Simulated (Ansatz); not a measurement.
# Nudged elastic band of CH$_{2}$AlClO

System: CH$_{2}$AlClO.
Method: RKS PBE0/def2-SVP (Ansatz 0.2.0).

It belongs to a series of runs on one base structure; here: band between the two ends. Figures and captions count atoms from 1; the log counts them from 0 in places.

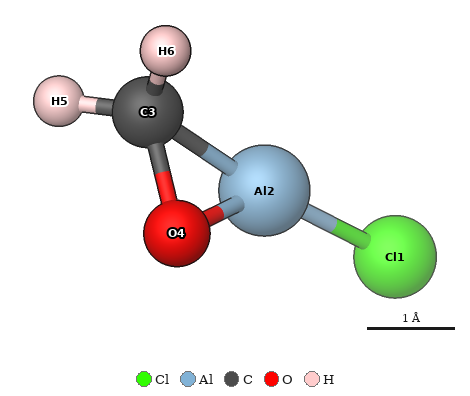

**Figure 1.** The input geometry (ball-and-stick view, seen at a tilt; atoms are numbered from 1 in the order of the input). Sticks mark near contacts. Bond lengths as drawn: Al–C 1.89 Å, Al–Cl 2.07 Å, Al–O 1.71 Å, C–H 1.10 Å and C–O 1.48 Å.

**Input file**
```yaml
crystal:
  periodic: [false, false, false]
  atoms:
    - { symbol: Cl, position_ang: [-2.134478, -2.168184, 0.43647] }
    - { symbol: Al, position_ang: [-0.690358, -0.712756, 0.126529] }
    - { symbol: C, position_ang: [0.630176, 0.632556, 0.091023] }
    - { symbol: O, position_ang: [0.13349, 0.040417, -1.171633] }
    - { symbol: H, position_ang: [1.697416, 0.438183, 0.278391] }
    - { symbol: H, position_ang: [0.405855, 1.705684, 0.19302] }
basis:
  gaussian: { orbitals: def2-SVP }
hamiltonian:
  xc: pbe0
neb:
  order_check: false
  images: 9
  f_tol: 0.03
  max_iterations: 60
  final_atoms:
    - { symbol: Cl, position_ang: [-1.77985341, -2.26120847, 0.33394763] }
    - { symbol: Al, position_ang: [-0.92240504, -0.36555089, 0.16039257] }
    - { symbol: C, position_ang: [0.22327367, 1.01005448, 0.50311405] }
    - { symbol: O, position_ang: [0.71633135, -0.03961399, -0.714001] }
    - { symbol: H, position_ang: [1.53943353, -0.42003671, -0.38492659] }
    - { symbol: H, position_ang: [0.26532089, 2.01225558, 0.05527334] }
  initial_path:
    images:
      - { positions_ang: [[-2.134478, -2.168184, 0.43647], [-0.690358, -0.712756, 0.126529], [0.630176, 0.632556, 0.091023], [0.13349, 0.040417, -1.171633], [1.697416, 0.438183, 0.278391], [0.405855, 1.705684, 0.19302]] }
      - { positions_ang: [[-2.12239728, -2.18482754, 0.48345508], [-0.73790233, -0.6807898, 0.06062014], [0.59697499, 0.63530835, 0.12867127], [0.24498381, 0.05855457, -1.13238142], [1.67746335, 0.39213041, 0.20482733], [0.38297847, 1.71552401, 0.20860761]] }
      - { positions_ang: [[-2.11031657, -2.20147107, 0.53044015], [-0.78544666, -0.6488236, -0.00528872], [0.56377398, 0.63806069, 0.16631954], [0.35647762, 0.07669213, -1.09312983], [1.65751069, 0.34607782, 0.13126366], [0.36010195, 1.72536402, 0.22419521]] }
      - { positions_ang: [[-2.09823585, -2.21811461, 0.57742523], [-0.832991, -0.61685739, -0.07119758], [0.53057297, 0.64081304, 0.2039678], [0.46797142, 0.0948297, -1.05387825], [1.63755804, 0.30002523, 0.05769999], [0.33722542, 1.73520403, 0.23978282]] }
      - { positions_ang: [[-2.08615514, -2.23475814, 0.6244103], [-0.88053533, -0.58489119, -0.13710645], [0.49737196, 0.64356538, 0.24161607], [0.57946523, 0.11296726, -1.01462667], [1.61760538, 0.25397265, -0.01586368], [0.31434889, 1.74504404, 0.25537042]] }
      - { positions_ang: [[-2.07407442, -2.25140168, 0.67139538], [-0.92807966, -0.55292499, -0.20301531], [0.46417094, 0.64631773, 0.27926434], [0.69095904, 0.13110483, -0.97537509], [1.59765273, 0.20792006, -0.08942735], [0.29147237, 1.75488406, 0.27095803]] }
      - { positions_ang: [[-2.01523022, -2.25336304, 0.60390583], [-0.92694474, -0.51545017, -0.13033373], [0.41599149, 0.71906508, 0.32403428], [0.6960335, 0.09696107, -0.92310027], [1.58600889, 0.0823287, -0.1485272], [0.28624207, 1.80635836, 0.22782109]] }
      - { positions_ang: [[-1.95638602, -2.2553244, 0.53641628], [-0.92580981, -0.47797535, -0.05765216], [0.36781204, 0.79181243, 0.36880422], [0.70110796, 0.0628173, -0.87082545], [1.57436505, -0.04326265, -0.20762704], [0.28101178, 1.85783266, 0.18468415]] }
      - { positions_ang: [[-1.89754182, -2.25728575, 0.46892673], [-0.92467489, -0.44050053, 0.01502942], [0.31963258, 0.86455978, 0.41357417], [0.70618243, 0.02867354, -0.81855063], [1.56272121, -0.16885401, -0.26672689], [0.27578148, 1.90930697, 0.14154721]] }
      - { positions_ang: [[-1.83869762, -2.25924711, 0.40143718], [-0.92353996, -0.40302571, 0.087711], [0.27145313, 0.93730713, 0.45834411], [0.71125689, -0.00547022, -0.76627582], [1.55107737, -0.29444536, -0.32582674], [0.27055119, 1.96078127, 0.09841027]] }
      - { positions_ang: [[-1.77985341, -2.26120847, 0.33394763], [-0.92240504, -0.36555089, 0.16039257], [0.22327367, 1.01005448, 0.50311405], [0.71633135, -0.03961399, -0.714001], [1.53943353, -0.42003671, -0.38492659], [0.26532089, 2.01225558, 0.05527334]] }
```

Run as:
```bash
ansatz run input.yaml --threads 1 --pin off --max-ram 2048MiB --backend cpu --events-out ev --progress --plain --runs-dir out
```

**What the program printed**
```
Engine: ansatz 0.2.0, aarch64-unknown-linux-gnu
Functional definition: PBE0
  parameter a = 0.25
  parameter kappa = 0.804
  parameter beta = 0.06672455060314922
  exchange = (1 - a)*pbe_x(kappa = kappa, mu = beta*pi^2/3) + a*exact_x
  correlation = pbe_c(beta = beta)
750 factors; integrals over basis functions are off by at most 3.6e-4 eV
mean field evaluation 1: about -22211.2677 eV, gradient 5.3e1 eV
mean field evaluation 2: about -22165.8970 eV, gradient 1.5e2 eV
mean field evaluation 4: about -22217.5813 eV, gradient 1.2e1 eV
mean field evaluation 8: about -22217.8974 eV, gradient 5.2e-1 eV
mean field evaluation 16: about -22217.8981 eV, gradient 4.4e-5 eV
mean field -22217.89812163 eV, -816.4926961377 hartree, gradient 4.4e-5 eV, S^2 0.000000; 0 other end points of the search recorded, 0 dependent functions left out
the calculation of the forces begins
reference -22217.89814784 eV, -816.4926971008 hartree; 23, 23 occupied and 51, 51 virtual orbitals, 750 factors
752 factors; integrals over basis functions are off by at most 9.2e-4 eV
mean field evaluation 32: about -22215.6374 eV, gradient 3.5e-5 eV
mean field -22215.63736396 eV, -816.4096148257 hartree, gradient 3.6e-5 eV, S^2 0.000000; 0 other end points of the search recorded, 0 dependent functions left out
[... from here on the field's lines of each further geometry are left out, up to the last ...]
NEB iter   1: max|band force component| = 6.223e0 eV/Å  barrier→ = 4.7991 eV  barrier← = 2.5384 eV  Δτ_max = 0.1999 Å  (318 SCF iters)
NEB iter   2: max|band force component| = 3.100e0 eV/Å  barrier→ = 3.8382 eV  barrier← = 1.5775 eV  Δτ_max = 0.1997 Å  (293 SCF iters)
NEB iter   3: max|band force component| = 1.865e0 eV/Å  barrier→ = 3.2915 eV  barrier← = 1.0308 eV  Δτ_max = 0.1360 Å  (288 SCF iters)
NEB iter   4: max|band force component| = 1.377e0 eV/Å  barrier→ = 3.0403 eV  barrier← = 0.7795 eV  Δτ_max = 0.2000 Å  (281 SCF iters)
NEB iter   5: max|band force component| = 1.892e0 eV/Å  barrier→ = 3.0327 eV  barrier← = 0.7720 eV  Δτ_max = 0.0996 Å  (288 SCF iters)
NEB iter   6: max|band force component| = 6.990e-1 eV/Å  barrier→ = 2.8698 eV  barrier← = 0.6091 eV  Δτ_max = 0.1290 Å  (280 SCF iters)
NEB iter   7: max|band force component| = 9.069e-1 eV/Å  barrier→ = 2.8287 eV  barrier← = 0.5679 eV  Δτ_max = 0.0671 Å  (285 SCF iters)
NEB iter   8: max|band force component| = 8.191e-1 eV/Å  barrier→ = 2.7835 eV  barrier← = 0.5227 eV  Δτ_max = 0.0661 Å  (280 SCF iters)
NEB iter   9: max|band force component| = 5.079e-1 eV/Å  barrier→ = 2.7565 eV  barrier← = 0.4957 eV  CI = image 5  Δτ_max = 0.0988 Å  (274 SCF iters)
NEB iter  10: max|band force component| = 2.876e-1 eV/Å  barrier→ = 2.8405 eV  barrier← = 0.5797 eV  CI = image 5  Δτ_max = 0.0270 Å  (282 SCF iters)
NEB iter  11: max|band force component| = 2.040e-1 eV/Å  barrier→ = 2.8333 eV  barrier← = 0.5726 eV  CI = image 5  Δτ_max = 0.1093 Å  (280 SCF iters)
NEB iter  12: max|band force component| = 7.577e-1 eV/Å  barrier→ = 2.8340 eV  barrier← = 0.5732 eV  CI = image 5  Δτ_max = 0.0537 Å  (277 SCF iters)
NEB iter  13: max|band force component| = 4.630e-1 eV/Å  barrier→ = 2.8333 eV  barrier← = 0.5725 eV  CI = image 5  Δτ_max = 0.1040 Å  (251 SCF iters)
NEB iter  14: max|band force component| = 1.799e0 eV/Å  barrier→ = 2.8330 eV  barrier← = 0.5723 eV  CI = image 5  Δτ_max = 0.0496 Å  (251 SCF iters)
NEB iter  15: max|band force component| = 3.819e-1 eV/Å  barrier→ = 2.8330 eV  barrier← = 0.5722 eV  CI = image 5  Δτ_max = 0.0237 Å  (246 SCF iters)
NEB iter  16: max|band force component| = 6.622e-2 eV/Å  barrier→ = 2.8330 eV  barrier← = 0.5722 eV  CI = image 5  Δτ_max = 0.0120 Å  (224 SCF iters)
the calculation of the forces begins
reference -22215.61483380 eV, -816.4087868576 hartree; 23, 23 occupied and 51, 51 virtual orbitals, 752 factors
752 factors; integrals over basis functions are off by at most 7.7e-4 eV
mean field evaluation 1280: about -22215.0651 eV, gradient 1.3e-1 eV
mean field -22215.06513705 eV, -816.3885858747 hartree, gradient 1.5e-5 eV, S^2 0.000000; 1 other end points of the search recorded, 0 dependent functions left out
the calculation of the forces begins
reference -22215.06516221 eV, -816.3885867991 hartree; 23, 23 occupied and 51, 51 virtual orbitals, 752 factors
NEB iter  17: max|band force component| = 2.995e-2 eV/Å  barrier→ = 2.8330 eV  barrier← = 0.5722 eV  CI = image 5  Δτ_max = 0.0000 Å  (456 SCF iters)
```

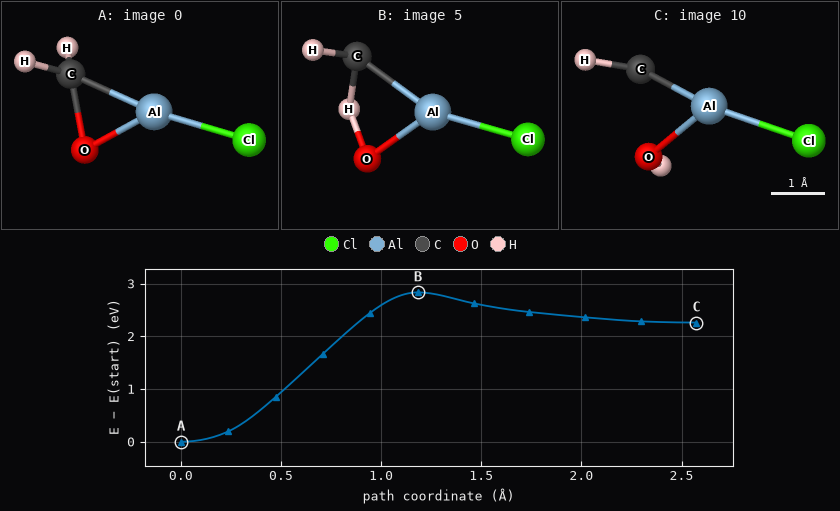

**Figure 2.** Images of the last band (counted from 0; ball-and-stick, seen at a tilt) above the energy along the path; the line is a cubic interpolation that uses the forces. The highest image is number 5, 2.833 eV above the start and 0.572 eV above the end (the climbing image); the end lies 2.261 eV above the start. The path is 2.57 Å long. The band converged in 17 iterations.

```
Total energy: -22215.06516221 eV, -816.3885867991 hartree
Atom 0 at    -2.061182    -2.055317     0.360385 Å, force     0.000250     0.000436     0.000253 eV/Å
Atom 1 at    -0.577211    -0.622907     0.161627 Å, force     0.001326    -0.000265    -0.001843 eV/Å
Atom 2 at     0.500773     0.866700     0.554699 Å, force    -0.000234     0.000306     0.000389 eV/Å
Atom 3 at     0.655591    -0.316641    -1.038148 Å, force    -0.001599    -0.000665     0.000689 eV/Å
Atom 4 at     1.340513     0.209800    -0.256512 Å, force     0.000020     0.000344     0.000508 eV/Å
Atom 5 at     0.183617     1.854264     0.171751 Å, force     0.000236    -0.000156     0.000003 eV/Å
Dipole moment:    -0.316750    -0.007822     0.157870 e Å
this run last wrote the band of iteration 17 to [file]
```

**The last band as extended XYZ (Å, eV, eV/Å)**
```
6
Properties=species:S:1:pos:R:3:forces:R:3 image=0 energy=-22217.89812
Cl   -2.1345   -2.1682    0.4365   -0.0007   0.0003   0.0015
Al   -0.6904   -0.7128    0.1265   -0.0007  -0.0013  -0.0033
C     0.6302    0.6326    0.0910   -0.0003   0.0035   0.0035
O     0.1335    0.0404   -1.1716   -0.0014   0.0005  -0.0011
H     1.6974    0.4382    0.2784    0.0058  -0.0012   0.0011
H     0.4059    1.7057    0.1930   -0.0026  -0.0017  -0.0016
6
Properties=species:S:1:pos:R:3:forces:R:3 image=1 energy=-22217.70305
Cl   -2.1651   -2.0893    0.4205   -0.1752  -0.2406   0.1237
Al   -0.6360   -0.7431    0.1299   -0.1737  -0.1781   0.0509
C     0.6052    0.6521    0.1545    0.1681  -0.3150  -0.9318
O     0.2312   -0.0616   -1.1548   -0.5719   0.6792   0.0526
H     1.6686    0.4505    0.1649    0.6212   0.3968   1.0054
H     0.3382    1.7274    0.2388    0.1315  -0.3424  -0.3008
6
Properties=species:S:1:pos:R:3:forces:R:3 image=2 energy=-22217.05016
Cl   -2.1447   -2.0581    0.4085   -0.2963  -0.2818   0.2369
Al   -0.6148   -0.7205    0.1272   -0.2693  -0.4545  -0.0313
C     0.5765    0.6989    0.2642    0.0202  -0.6021  -1.6469
O     0.3251   -0.1699   -1.1517   -1.0362   0.9388   0.0368
H     1.5898    0.4089    0.0644    1.3310   0.7956   1.7040
H     0.3103    1.7766    0.2413    0.2507  -0.3959  -0.2994
6
Properties=species:S:1:pos:R:3:forces:R:3 image=3 energy=-22216.22830
Cl   -2.1169   -2.0445    0.3953   -0.2728  -0.1740   0.2500
Al   -0.5935   -0.6897    0.1323   -0.1652  -0.5489  -0.1786
C     0.5640    0.7523    0.3759   -0.0286  -0.5994  -1.5037
O     0.4182   -0.2549   -1.1436   -1.3194   0.4822  -0.3177
H     1.4937    0.3615   -0.0395    1.4475   1.0947   1.8983
H     0.2766    1.8111    0.2334    0.3384  -0.2546  -0.1484
6
Properties=species:S:1:pos:R:3:forces:R:3 image=4 energy=-22215.44873
Cl   -2.0873   -2.0443    0.3793   -0.1613  -0.0413   0.1546
Al   -0.5793   -0.6550    0.1459    0.0026  -0.4264  -0.2062
C     0.5498    0.8071    0.4717    0.2893  -0.4884  -1.1180
O     0.5299   -0.3042   -1.1073   -1.1533  -0.0798  -0.5448
H     1.3961    0.2973   -0.1480    0.7455   1.1853   1.7268
H     0.2329    1.8350    0.2121    0.2771  -0.1494  -0.0124
6
Properties=species:S:1:pos:R:3:forces:R:3 image=5 energy=-22215.06514
Cl   -2.0612   -2.0553    0.3604    0.0003   0.0004   0.0003
Al   -0.5772   -0.6229    0.1616    0.0013  -0.0003  -0.0018
C     0.5008    0.8667    0.5547   -0.0002   0.0003   0.0004
O     0.6556   -0.3166   -1.0381   -0.0016  -0.0007   0.0007
H     1.3405    0.2098   -0.2565    0.0000   0.0003   0.0005
H     0.1836    1.8543    0.1718    0.0002  -0.0002   0.0000
6
Properties=species:S:1:pos:R:3:forces:R:3 image=6 energy=-22215.27287
Cl   -2.0313   -2.0657    0.3336    0.0751  -0.0124  -0.0354
Al   -0.5998   -0.5674    0.1665   -0.0646   0.1611   0.0197
C     0.3924    0.9509    0.6484   -0.2311   0.1858   0.2946
O     0.7383   -0.3512   -0.9633    0.1156  -0.0338   0.1144
H     1.4173    0.0768   -0.3628    0.2140  -0.3926  -0.4255
H     0.1251    1.8925    0.1313   -0.1090   0.0918   0.0322
6
Properties=species:S:1:pos:R:3:forces:R:3 image=7 energy=-22215.43736
Cl   -1.9954   -2.0764    0.3150    0.0576  -0.0141  -0.0133
Al   -0.6306   -0.5113    0.1619   -0.0506   0.0853   0.0043
C     0.2815    1.0341    0.6881   -0.1244   0.0936   0.0894
O     0.7674   -0.3713   -0.8983   -0.0048   0.0078   0.0437
H     1.5563   -0.0873   -0.4138    0.1991  -0.2567  -0.1581
H     0.0629    1.9482    0.1009   -0.0768   0.0840   0.0340
6
Properties=species:S:1:pos:R:3:forces:R:3 image=8 energy=-22215.53860
Cl   -1.9516   -2.1217    0.3130    0.0574  -0.0616   0.0015
Al   -0.6918   -0.4688    0.1722   -0.0755   0.0691  -0.0129
C     0.2169    1.0683    0.6642   -0.0379   0.0227  -0.0081
O     0.7653   -0.2508   -0.8171   -0.0222   0.1596   0.0996
H     1.6463   -0.2703   -0.4363    0.1053  -0.2466  -0.0789
H     0.0569    1.9792    0.0578   -0.0271   0.0567  -0.0012
6
Properties=species:S:1:pos:R:3:forces:R:3 image=9 energy=-22215.61481
Cl   -1.8799   -2.1952    0.3182    0.0496  -0.0528  -0.0010
Al   -0.7995   -0.4178    0.1795   -0.0752   0.0303  -0.0040
C     0.2261    1.0483    0.5945    0.0153  -0.0042  -0.0388
O     0.7438   -0.1094   -0.7333    0.0006   0.0884   0.0548
H     1.6187   -0.3834   -0.4382   -0.0296  -0.0697  -0.0070
H     0.1329    1.9934    0.0330    0.0392   0.0079  -0.0039
6
Properties=species:S:1:pos:R:3:forces:R:3 image=10 energy=-22215.63736
Cl   -1.7799   -2.2612    0.3339    0.0005  -0.0003   0.0017
Al   -0.9224   -0.3656    0.1604    0.0041   0.0065  -0.0033
C     0.2233    1.0101    0.5031   -0.0074  -0.0137   0.0102
O     0.7163   -0.0396   -0.7140   -0.0188   0.0128  -0.0038
H     1.5394   -0.4200   -0.3849    0.0202  -0.0109   0.0036
H     0.2653    2.0123    0.0553    0.0016   0.0056  -0.0084
```

**Key numbers**

| quantity | value |
| --- | --- |
| outcome | converged |
| barrier, forward | 2.833 eV |
| barrier, backward | 0.572 eV |
| hardware | 1 thread of Arm Neoverse V1, 24 GiB of memory available, shared host |
| wall time | 6.4 min |
| peak memory | 0.14 GiB |

**Notes**

The order of the saddle point was not checked.
